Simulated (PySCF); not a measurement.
# Geometry relaxation, with input and output: C₈H₂₀Cl₂N₂Sn (part 2 of 2)

C₈H₂₀Cl₂N₂Sn (SnCl2(NEt2)2), SMILES CC[N](CC)[Sn]([Cl])([Cl])[N](CC)CC; PBE0-D3(BJ)/def2-SVP geometry optimisation, gas phase (PySCF 2.14.0). It belongs to a series of runs on one base structure; here: two ligands: Me to NEt2.

### Trajectory as extended XYZ, continued
```
33
Properties=species:S:1:pos:R:3:forces:R:3 step=7 energy=-42444.76621
Sn    0.6886    0.0316    0.5206   -0.0102  -0.0346  -0.0247
Cl    0.7264   -0.3617    2.8514   -0.0029   0.0014  -0.0050
Cl    2.8892    0.5412   -0.1754   -0.0196   0.0043   0.0029
N    -0.4726    1.6779    0.2644   -0.0004  -0.0009  -0.0011
C    -0.4935    2.6166    1.3780    0.0232  -0.0223  -0.0417
C     0.7504    3.4783    1.5487   -0.0058   0.0015   0.0074
C    -0.3969    2.2895   -1.0554    0.0212  -0.0267   0.0032
C    -0.8388    1.3485   -2.1597    0.0085   0.0047  -0.0031
H    -0.6739    2.0468    2.3024   -0.0075  -0.0077   0.0251
H    -1.3805    3.2629    1.2376   -0.0009   0.0056   0.0107
H     1.6475    2.8551    1.6968   -0.0036   0.0027   0.0043
H     0.9317    4.1177    0.6714    0.0002  -0.0019  -0.0039
H     0.6507    4.1350    2.4265   -0.0067   0.0032  -0.0036
H    -1.0656    3.1690   -1.0391   -0.0255   0.0104   0.0061
H     0.6132    2.6838   -1.2886    0.0034   0.0077  -0.0053
H    -0.2119    0.4424   -2.2088   -0.0024  -0.0111   0.0093
H    -1.8748    1.0180   -1.9981   -0.0083   0.0065  -0.0037
H    -0.7750    1.8458   -3.1385    0.0043  -0.0003  -0.0074
N     0.1722   -1.6748   -0.4563   -0.0086   0.0227   0.0074
C    -1.0227   -2.3421    0.0417    0.0121   0.0135   0.0184
C    -2.2555   -1.4621   -0.0324    0.0085  -0.0251  -0.0159
C     1.2616   -2.5635   -0.8329    0.0044  -0.0039   0.0194
C     1.8466   -3.4165    0.2847    0.0011   0.0193  -0.0013
H    -0.9015   -2.7230    1.0764   -0.0017  -0.0102  -0.0046
H    -1.1784   -3.2356   -0.5909    0.0098   0.0047  -0.0112
H    -2.1450   -0.5407    0.5632    0.0012   0.0162   0.0098
H    -2.4516   -1.1557   -1.0696   -0.0056  -0.0022  -0.0145
H    -3.1362   -1.9997    0.3478   -0.0044   0.0061   0.0196
H     0.8801   -3.2215   -1.6372    0.0024   0.0077  -0.0076
H     2.0607   -1.9594   -1.2903    0.0045   0.0226   0.0027
H     2.2211   -2.7879    1.1089    0.0117   0.0012   0.0006
H     1.1018   -4.1086    0.7053   -0.0078  -0.0032   0.0124
H     2.6885   -4.0189   -0.0883    0.0052  -0.0117  -0.0050
33
Properties=species:S:1:pos:R:3:forces:R:3 step=8 energy=-42444.76710
Sn    0.6734    0.0395    0.5223   -0.0186   0.0025   0.0058
Cl    0.7006   -0.3460    2.8547   -0.0009  -0.0004  -0.0051
Cl    2.8707    0.5720   -0.1638   -0.0120   0.0038   0.0005
N    -0.4973    1.6807    0.2638   -0.0076  -0.0389  -0.0247
C    -0.5166    2.6223    1.3744    0.0217  -0.0087  -0.0193
C     0.7319    3.4774    1.5483   -0.0139  -0.0002   0.0033
C    -0.4283    2.2893   -1.0577    0.0365  -0.0184  -0.0015
C    -0.8653    1.3443   -2.1609   -0.0097   0.0083   0.0153
H    -0.7059    2.0576    2.3007   -0.0020  -0.0041   0.0104
H    -1.3978    3.2750    1.2273   -0.0048  -0.0009   0.0103
H     1.6231    2.8502    1.7127   -0.0003   0.0033   0.0039
H     0.9258    4.1054    0.6655    0.0015  -0.0019  -0.0010
H     0.6272    4.1448    2.4174   -0.0044   0.0022  -0.0028
H    -1.1030    3.1646   -1.0421   -0.0139   0.0047   0.0045
H     0.5791    2.6893   -1.2935    0.0008   0.0091  -0.0028
H    -0.2435    0.4340   -2.1983    0.0037  -0.0100   0.0019
H    -1.9051    1.0215   -2.0076   -0.0066  -0.0031   0.0017
H    -0.7908    1.8362   -3.1417    0.0105  -0.0038  -0.0061
N     0.1935   -1.6779   -0.4486   -0.0522   0.0285  -0.0299
C    -1.0000   -2.3615    0.0299    0.0395  -0.0122   0.0375
C    -2.2419   -1.4951   -0.0452    0.0180  -0.0185   0.0200
C     1.2981   -2.5491   -0.8209   -0.0019   0.0086   0.0160
C     1.8890   -3.3934    0.2995   -0.0033   0.0001   0.0118
H    -0.8838   -2.7530    1.0613   -0.0030  -0.0003  -0.0032
H    -1.1394   -3.2504   -0.6130    0.0046   0.0067  -0.0123
H    -2.1410   -0.5717    0.5497    0.0016   0.0112   0.0026
H    -2.4435   -1.1933   -1.0818   -0.0097   0.0130  -0.0401
H    -3.1158   -2.0410    0.3390   -0.0025   0.0043   0.0100
H     0.9305   -3.2111   -1.6282    0.0049   0.0045  -0.0071
H     2.0899   -1.9311   -1.2726    0.0051   0.0107   0.0020
H     2.2646   -2.7591    1.1187    0.0123   0.0016  -0.0015
H     1.1469   -4.0846    0.7272   -0.0020   0.0024   0.0046
H     2.7304   -3.9975   -0.0722    0.0088  -0.0041  -0.0051
33
Properties=species:S:1:pos:R:3:forces:R:3 step=9 energy=-42444.76748
Sn    0.6515    0.0502    0.5289   -0.0131   0.0244   0.0414
Cl    0.6613   -0.3295    2.8624   -0.0010  -0.0003  -0.0061
Cl    2.8425    0.6215   -0.1415   -0.0006  -0.0065  -0.0043
N    -0.5354    1.6778    0.2593   -0.0063  -0.0420  -0.0309
C    -0.5658    2.6245    1.3646    0.0074   0.0157   0.0032
C     0.6801    3.4812    1.5507   -0.0143  -0.0008  -0.0072
C    -0.4630    2.2794   -1.0651    0.0363  -0.0181  -0.0064
C    -0.8789    1.3203   -2.1646   -0.0199   0.0175   0.0095
H    -0.7683    2.0660    2.2920    0.0044  -0.0083   0.0052
H    -1.4439    3.2783    1.2038   -0.0059  -0.0077   0.0047
H     1.5678    2.8576    1.7443   -0.0005   0.0004   0.0023
H     0.8925    4.0948    0.6618    0.0009  -0.0017   0.0034
H     0.5570    4.1627    2.4063   -0.0024   0.0018  -0.0013
H    -1.1498    3.1456   -1.0609   -0.0054   0.0055   0.0013
H     0.5413    2.6908   -1.2959   -0.0055   0.0028   0.0031
H    -0.2600    0.4071   -2.1745    0.0048  -0.0008  -0.0067
H    -1.9234    1.0031   -2.0305    0.0027  -0.0073   0.0065
H    -0.7814    1.7983   -3.1504    0.0103  -0.0085  -0.0023
N     0.2184   -1.6774   -0.4407   -0.0396   0.0178  -0.0601
C    -0.9651   -2.3860    0.0229    0.0480  -0.0253   0.0368
C    -2.2174   -1.5341   -0.0407    0.0018  -0.0182   0.0455
C     1.3443   -2.5204   -0.8149   -0.0154   0.0181   0.0109
C     1.9546   -3.3531    0.3033    0.0016  -0.0141   0.0159
H    -0.8460   -2.7932    1.0478   -0.0015   0.0083  -0.0009
H    -1.0902   -3.2659   -0.6352   -0.0026   0.0060  -0.0092
H    -2.1203   -0.6092    0.5535    0.0003   0.0073  -0.0043
H    -2.4353   -1.2345   -1.0746   -0.0066   0.0163  -0.0377
H    -3.0809   -2.0873    0.3569    0.0013   0.0016  -0.0066
H     0.9940   -3.1874   -1.6257    0.0035   0.0019  -0.0014
H     2.1214   -1.8808   -1.2625    0.0036   0.0030  -0.0011
H     2.3364   -2.7109    1.1135    0.0095   0.0018  -0.0028
H     1.2224   -4.0464    0.7448   -0.0008   0.0021   0.0000
H     2.7952   -3.9548   -0.0750    0.0050   0.0074  -0.0003
33
Properties=species:S:1:pos:R:3:forces:R:3 step=10 energy=-42444.76810
Sn    0.6488    0.0510    0.5317   -0.0003   0.0162   0.0420
Cl    0.6564   -0.3306    2.8644   -0.0022   0.0013  -0.0026
Cl    2.8388    0.6263   -0.1379    0.0029  -0.0049  -0.0028
N    -0.5409    1.6736    0.2562   -0.0066  -0.0180  -0.0241
C    -0.5797    2.6209    1.3608   -0.0055   0.0107   0.0091
C     0.6611    3.4832    1.5523   -0.0067   0.0005  -0.0070
C    -0.4612    2.2739   -1.0684    0.0205  -0.0026  -0.0045
C    -0.8678    1.3120   -2.1687   -0.0118   0.0099   0.0025
H    -0.7839    2.0618    2.2879    0.0060  -0.0043  -0.0027
H    -1.4602    3.2708    1.1964   -0.0053  -0.0069   0.0032
H     1.5507    2.8641    1.7514   -0.0011  -0.0005   0.0021
H     0.8757    4.0969    0.6640   -0.0005  -0.0013   0.0021
H     0.5303    4.1651    2.4064   -0.0022   0.0015  -0.0011
H    -1.1508    3.1382   -1.0696    0.0003   0.0000  -0.0002
H     0.5433    2.6882   -1.2931   -0.0053   0.0003   0.0030
H    -0.2467    0.4000   -2.1728    0.0013   0.0022  -0.0043
H    -1.9122    0.9922   -2.0405    0.0030  -0.0057   0.0041
H    -0.7640    1.7873   -3.1552    0.0053  -0.0045   0.0010
N     0.2182   -1.6748   -0.4411   -0.0252   0.0116  -0.0500
C    -0.9599   -2.3879    0.0280    0.0264  -0.0191   0.0245
C    -2.2144   -1.5382   -0.0281   -0.0037  -0.0077   0.0260
C     1.3467   -2.5122   -0.8188   -0.0060   0.0091   0.0053
C     1.9658   -3.3423    0.2968    0.0017  -0.0105   0.0072
H    -0.8346   -2.7960    1.0518    0.0003   0.0051   0.0004
H    -1.0864   -3.2666   -0.6314   -0.0030   0.0032  -0.0047
H    -2.1158   -0.6132    0.5660    0.0007   0.0003  -0.0063
H    -2.4386   -1.2375   -1.0611   -0.0002   0.0068  -0.0134
H    -3.0752   -2.0924    0.3740    0.0025  -0.0012  -0.0075
H     0.9970   -3.1803   -1.6291    0.0046  -0.0010   0.0008
H     2.1191   -1.8685   -1.2688    0.0012  -0.0011  -0.0005
H     2.3496   -2.6983    1.1047    0.0063   0.0014  -0.0027
H     1.2388   -4.0387    0.7420    0.0014   0.0031  -0.0007
H     2.8074   -3.9399   -0.0860    0.0012   0.0063   0.0016
33
Properties=species:S:1:pos:R:3:forces:R:3 step=11 energy=-42444.76841
Sn    0.6472    0.0528    0.5360    0.0083  -0.0012   0.0286
Cl    0.6504   -0.3306    2.8680   -0.0040   0.0029  -0.0002
Cl    2.8369    0.6321   -0.1313    0.0022  -0.0041  -0.0006
N    -0.5471    1.6692    0.2527   -0.0064   0.0014  -0.0166
C    -0.5967    2.6172    1.3564   -0.0106   0.0046   0.0073
C     0.6381    3.4867    1.5528   -0.0014   0.0028  -0.0030
C    -0.4604    2.2687   -1.0718    0.0065   0.0064   0.0000
C    -0.8563    1.3040   -2.1734   -0.0028   0.0010  -0.0040
H    -0.8012    2.0571    2.2829    0.0055  -0.0021  -0.0035
H    -1.4805    3.2613    1.1881   -0.0043  -0.0047   0.0022
H     1.5304    2.8729    1.7571   -0.0022  -0.0001   0.0016
H     0.8538    4.1007    0.6651   -0.0016  -0.0008   0.0002
H     0.4992    4.1688    2.4055   -0.0018   0.0013  -0.0006
H    -1.1534    3.1303   -1.0784    0.0022  -0.0014  -0.0010
H     0.5438    2.6869   -1.2899   -0.0023  -0.0017   0.0017
H    -0.2317    0.3944   -2.1725   -0.0006   0.0035  -0.0012
H    -1.9001    0.9798   -2.0509    0.0024  -0.0033   0.0015
H    -0.7473    1.7776   -3.1601   -0.0004  -0.0002   0.0015
N     0.2198   -1.6717   -0.4415   -0.0092   0.0094  -0.0327
C    -0.9524   -2.3902    0.0335    0.0066  -0.0121   0.0138
C    -2.2100   -1.5442   -0.0150   -0.0056   0.0012   0.0011
C     1.3507   -2.5040   -0.8226    0.0027   0.0011   0.0023
C     1.9788   -3.3314    0.2905   -0.0001  -0.0020   0.0001
H    -0.8206   -2.7988    1.0562    0.0022   0.0015   0.0010
H    -1.0800   -3.2679   -0.6270   -0.0012   0.0002  -0.0001
H    -2.1112   -0.6191    0.5790    0.0004  -0.0029  -0.0039
H    -2.4400   -1.2422   -1.0472    0.0049  -0.0016   0.0082
H    -3.0675   -2.1009    0.3903    0.0019  -0.0034  -0.0057
H     1.0014   -3.1737   -1.6317    0.0037  -0.0017   0.0019
H     2.1187   -1.8568   -1.2754   -0.0004  -0.0009  -0.0006
H     2.3645   -2.6854    1.0958    0.0035   0.0012  -0.0012
H     1.2571   -4.0309    0.7394    0.0023   0.0022   0.0003
H     2.8214   -3.9247   -0.0967   -0.0004   0.0033   0.0018
33
Properties=species:S:1:pos:R:3:forces:R:3 step=12 energy=-42444.76852
Sn    0.6441    0.0549    0.5400    0.0060  -0.0049   0.0125
Cl    0.6396   -0.3283    2.8716   -0.0059   0.0035   0.0016
Cl    2.8338    0.6391   -0.1225    0.0027  -0.0027   0.0004
N    -0.5558    1.6654    0.2478   -0.0001   0.0087  -0.0084
C    -0.6170    2.6136    1.3509   -0.0121   0.0005   0.0069
C     0.6111    3.4912    1.5532    0.0001   0.0023  -0.0018
C    -0.4620    2.2649   -1.0763   -0.0030   0.0097   0.0035
C    -0.8464    1.2983   -2.1801    0.0021  -0.0044  -0.0047
H    -0.8220    2.0522    2.2766    0.0045   0.0000  -0.0043
H    -1.5045    3.2515    1.1785   -0.0035  -0.0030   0.0013
H     1.5060    2.8832    1.7631   -0.0020   0.0000   0.0010
H     0.8279    4.1057    0.6661   -0.0020  -0.0003  -0.0008
H     0.4632    4.1734    2.4043   -0.0023   0.0004  -0.0004
H    -1.1587    3.1236   -1.0877    0.0035  -0.0017  -0.0017
H     0.5418    2.6876   -1.2873    0.0002  -0.0028   0.0008
H    -0.2181    0.3913   -2.1744   -0.0003   0.0031   0.0001
H    -1.8895    0.9694   -2.0642    0.0015  -0.0020   0.0003
H    -0.7322    1.7716   -3.1663   -0.0038   0.0020   0.0013
N     0.2235   -1.6698   -0.4415   -0.0016   0.0057  -0.0165
C    -0.9417   -2.3959    0.0391   -0.0028  -0.0067   0.0055
C    -2.2041   -1.5564   -0.0021   -0.0040   0.0064  -0.0114
C     1.3585   -2.4951   -0.8252    0.0073  -0.0019  -0.0008
C     1.9966   -3.3171    0.2864   -0.0003   0.0026  -0.0029
H    -0.8025   -2.8049    1.0606    0.0030   0.0002   0.0009
H    -1.0682   -3.2731   -0.6224   -0.0003  -0.0016   0.0028
H    -2.1073   -0.6312    0.5920   -0.0001  -0.0052  -0.0005
H    -2.4405   -1.2541   -1.0330    0.0068  -0.0046   0.0154
H    -3.0569   -2.1180    0.4065    0.0006  -0.0037  -0.0042
H     1.0110   -3.1680   -1.6323    0.0027  -0.0020   0.0025
H     2.1207   -1.8435   -1.2814   -0.0011  -0.0011  -0.0006
H     2.3833   -2.6675    1.0883    0.0016   0.0010  -0.0004
H     1.2813   -4.0199    0.7401    0.0028   0.0018   0.0006
H     2.8408   -3.9059   -0.1042   -0.0003   0.0008   0.0018
```

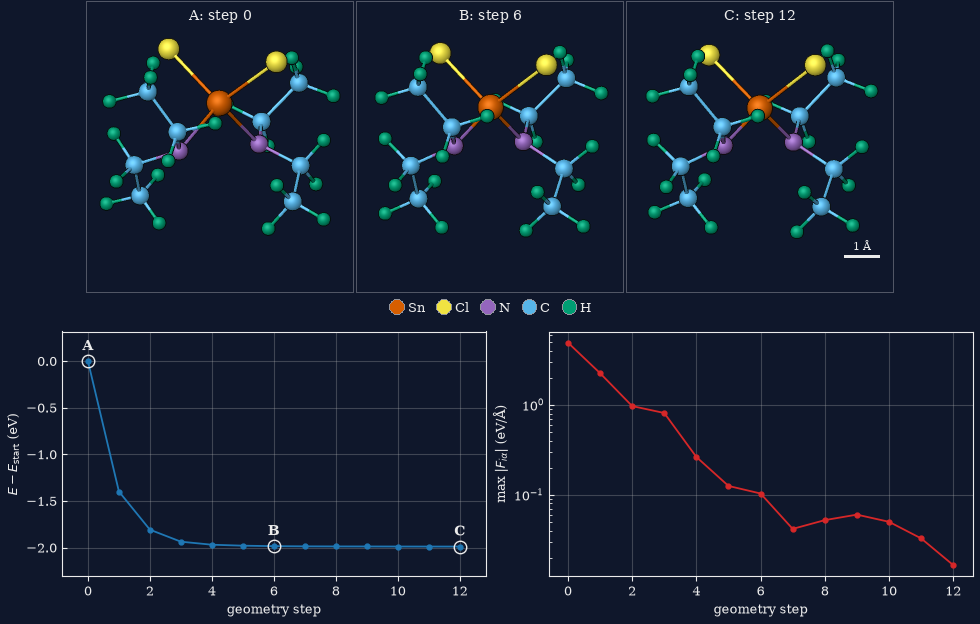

Figure 1. Frames of the relaxation (ball-and-stick view, seen at a tilt) above the curves, on which the letters mark them (steps are counted from 0).

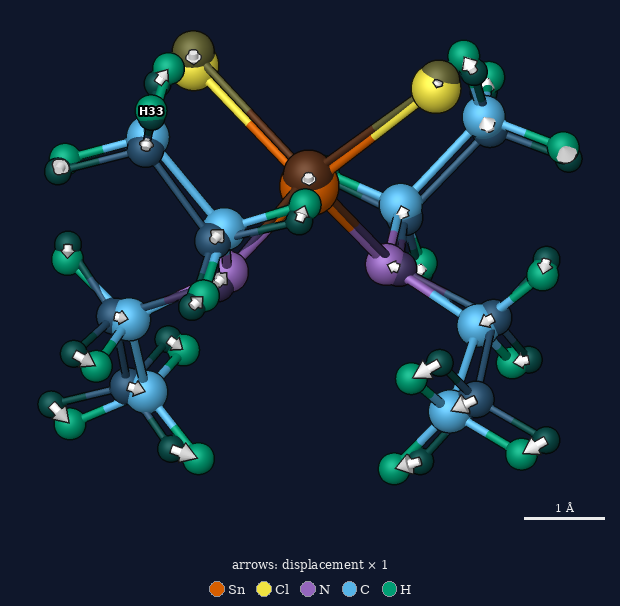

Figure 2. Start (faint) and end (solid) with the displacements as white arrows, at true length (ball-and-stick view, seen at a tilt). The two geometries are laid on each other by the best rigid fit. The energy falls by 1.987 eV in 12 geometry steps. Largest force component: 4.9 eV/Å at the start, 0.017 eV/Å at the end. The largest move after the best rigid fit is that of H16, 0.41 Å. Largest moves by element: H 0.41 Å, C 0.37 Å, N 0.23 Å, Cl 0.22 Å, Sn 0.19 Å. Among the contacts that change: Sn1–N4 2.311 → 2.029 Å, Sn1–N19 2.245 → 2.028 Å, C21–H27 0.988 → 1.100 Å, C22–C23 1.446 → 1.523 Å. Among the angles that change: N4–Sn1–N19 111.4° → 118.8°, H16–C8–H18 114.3° → 107.4°, Cl3–Sn1–N19 112.3° → 105.5°. (Atoms are counted from 1 in the order of the input.)

### Results in brief

| quantity | value |
| --- | --- |
| outcome | converged |
| total energy | −1559.816486 hartree |
| dipole moment | 2.64 D |
| point group | C1 |
| wall time | 18 min (CPU time 39 min) |
| peak memory | 2.8 GiB |
